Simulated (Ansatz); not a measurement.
# C3H7GeO: geometry optimisation

A script is to give a geometry optimisation; the system is C3H7GeO. SMILES: C=CC[O][GeH2].

Program: the Python package of Ansatz 0.2.0. Level of theory: r2SCAN/def2-SVP. These are calculated values, not measurements.

## (1) Starting point

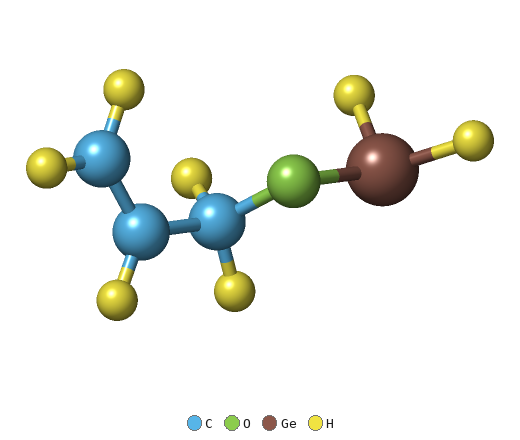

The starting structure, viewed from a chosen angle; carbon blue, oxygen green, germanium brown, hydrogen yellow.

The script reads c3h7geo.xyz:

```xyz
12

C    -2.06790    0.50270    0.38390
C    -1.39410   -0.55660   -0.07250
C     0.04620   -0.45230   -0.47640
O     0.82120   -0.12550    0.64990
Ge    2.53600   -0.00070    0.11570
H    -1.58620    1.47120    0.48070
H    -3.11160    0.40320    0.66380
H    -1.90430   -1.51090   -0.16590
H     0.36000   -1.43620   -0.89310
H     0.13550    0.33000   -1.26500
H     3.45460    0.12190    1.35800
H     2.71060    1.25320   -0.77910
```

## (2) Script

The input, opt_c3h7geo.py:

```python
"""Relax the C3H7GeO molecule."""

import warnings

import ansatz as az
import numpy as np
import pandas as pd


def main() -> None:
    warnings.simplefilter("ignore", az.DeckWarning)

    c3h7geo = az.Crystal.molecule_from_extxyz("c3h7geo.xyz")

    model = (
        c3h7geo.calculation()
        .basis(gaussian="def2-SVP")
        .functional("r2SCAN")
        .spin("collinear", total=1)
        .accuracy("medium")
    )
    symbols = [site.symbol for site in c3h7geo.cartesian_sites]
    start = np.array([site.position_ang for site in c3h7geo.cartesian_sites], dtype=float)
    def progress(event):
        if event["event"] == "relax_step":
            row = event["data"]
            print(f"step {row['step']:3d}  E = {row['lagrangian_ev']:.6f} eV  max force {row['allowed_force_max_ev_ang']:.4f} eV/A")


    report = model.relax(force_tolerance=0.005).session().plan().execute(on_event=progress).report
    end = np.array(report["positions_ang"])

    print(f"E = {report['free_energy_ev']:.6f} eV = {report['free_energy_ev'] / 27.211386246:.7f} Ha")
    print("converged:", report["converged"], " doubts:", report["published_state_doubts"] or "none")

    print("bond        before    after (A)")
    for i, j in [(0, 1), (0, 5), (0, 6), (1, 2), (1, 7), (2, 3), (2, 8), (2, 9), (3, 4), (4, 10), (4, 11)]:
        d0, d1 = (np.linalg.norm(xyz[i] - xyz[j]) for xyz in (start, end))
        print(f"{symbols[i]}{i}-{symbols[j]}{j}".ljust(10), f"{d0:8.4f} {d1:8.4f}")
    for i, j, k in [(1, 0, 5), (1, 0, 6), (5, 0, 6), (0, 1, 2), (0, 1, 7), (2, 1, 7), (1, 2, 3), (1, 2, 8)]:
        u, v = end[i] - end[j], end[k] - end[j]
        print(f"angle {symbols[i]}{i}-{symbols[j]}{j}-{symbols[k]}{k}: {np.degrees(np.arccos(np.clip(u @ v / np.linalg.norm(u) / np.linalg.norm(v), -1, 1))):.2f} deg")

    charges = report["charge_distribution"]
    table = pd.DataFrame({"atom": symbols, "mulliken": charges["mulliken_charges_e"], "lowdin": charges["lowdin_charges_e"]})
    print(table.round(3).to_string())
    print("dipole (e A):", np.round(charges["dipole_moment_e_ang"], 4) + 0.0)


if __name__ == "__main__":
    main()
```

## (3) The calls as engine input

The package turns the script's settings into the engine's input:

```yaml
crystal:
  periodic: [false, false, false]
  atoms:
    - { symbol: C, position_ang: [-2.0679, 0.5027, 0.3839] }
    - { symbol: C, position_ang: [-1.3941, -0.5566, -0.0725] }
    - { symbol: C, position_ang: [0.0462, -0.4523, -0.4764] }
    - { symbol: O, position_ang: [0.8212, -0.1255, 0.6499] }
    - { symbol: Ge, position_ang: [2.536, -0.0007, 0.1157] }
    - { symbol: H, position_ang: [-1.5862, 1.4712, 0.4807] }
    - { symbol: H, position_ang: [-3.1116, 0.4032, 0.6638] }
    - { symbol: H, position_ang: [-1.9043, -1.5109, -0.1659] }
    - { symbol: H, position_ang: [0.36, -1.4362, -0.8931] }
    - { symbol: H, position_ang: [0.1355, 0.33, -1.265] }
    - { symbol: H, position_ang: [3.4546, 0.1219, 1.358] }
    - { symbol: H, position_ang: [2.7106, 1.2532, -0.7791] }
accuracy: medium
basis:
  gaussian:
    orbitals: def2-SVP
hamiltonian:
  xc: r2scan
magnetization:
  spin_polarized: true
  initial_magnetization: 1.0
relax:
  f_tol: 0.005
```

## (4) Launch

Started as:

```bash
$ python opt_c3h7geo.py
```

**Question.** What results will this script give? Wanted: total energy; dipole moment; <S²> of the mean field; moves of the relaxation; energy gained; last largest force component.

As calculated:

```
                           quantity           value
                       total energy  -61774.3382 eV
                      dipole moment          1.03 D
<S²> of the mean field (pure state)    0.752 (0.75)
            moves of the relaxation              27
                      energy gained        0.302 eV
       last largest force component     0.0042 eV/Å
```

**Reading.** The relaxation took 27 moves; the largest shift is 1.080 Å, of atom 8 (H). So large a move can change the bonding: the results belong to the relaxed structure. What to keep in mind:
- These settings explore the input space; basis and method may be short of convergence.
- The end point is the stationary point reached from this start; no frequency run checks that it is a minimum, and the basis set is modest.
- The species is open-shell (spin multiplicity 2).
- The Löwdin charges here are taken after orthogonalising the functions within each atom; they differ from plain Löwdin charges, and their signs can be unphysical.
